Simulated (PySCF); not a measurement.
C$_{12}$H$_{11}$BO (SMILES OB(c1ccccc1)c1ccccc1)

Input

```
{"job": {"xc": "B3LYP", "basis": "6-31G*", "kind": "nmr", "pop": true}, "charge": 0, "multiplicity": 1}
O     -0.303993    -2.489990    -0.600477
B     -0.142173    -1.193506    -0.292900
C     -1.438750    -0.308729    -0.192491
C     -2.674993    -0.892283     0.093656
C     -3.825730    -0.132576     0.190481
C     -3.770311     1.236847    -0.008763
C     -2.557998     1.837259    -0.305206
C     -1.408573     1.073284    -0.392372
C      1.294562    -0.585051    -0.036535
C      2.394324    -1.014365    -0.782677
C      3.660604    -0.501655    -0.566768
C      3.862378     0.447226     0.420975
C      2.789839     0.881709     1.182035
C      1.523830     0.375506     0.950318
H      0.493440    -3.019291    -0.650549
H     -2.720038    -1.960916     0.243587
H     -4.769712    -0.607218     0.418301
H     -4.668513     1.833470     0.063431
H     -2.510331     2.904832    -0.467689
H     -0.468640     1.551181    -0.630772
H      2.251236    -1.750893    -1.564161
H      4.492369    -0.844459    -1.166054
H      4.851071     0.845964     0.596831
H      2.942384     1.620196     1.956218
H      0.692784     0.717604     1.550716
```

Run with:

```sh
OMP_NUM_THREADS=1 python ens_run.py task.json out
```

Geometry: GFN2-xTB.

Computed with B3LYP/6-31G*, SCF density, gas phase, non-relativistic (PySCF 2.14.0).

### Predict the electron density and electron localisation function between the atoms.

C–C (1.38 Å): ρ at the midpoint is about 2.2 e/Å³; the ELF peaks at about 0.95 between the atoms (localised, covalent bonding).
C–B (1.57 Å): ρ is about 1.5 e/Å³ halfway; the ELF peaks at about 1 between the atoms (localised, covalent bonding).
C–H (1.08 Å): ρ at the midpoint is about 2 e/Å³; the ELF climbs to about 1 towards the hydrogen, as it does in any bond to H; an ordinary covalent bond to hydrogen.

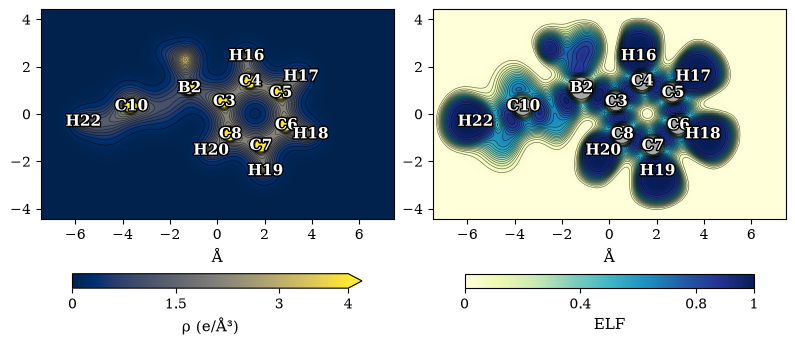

Computed electron density and electron localisation function on the plane of atoms C3, C8 and H20, in this order. Grey discs cover the atomic cores in the ELF map. 
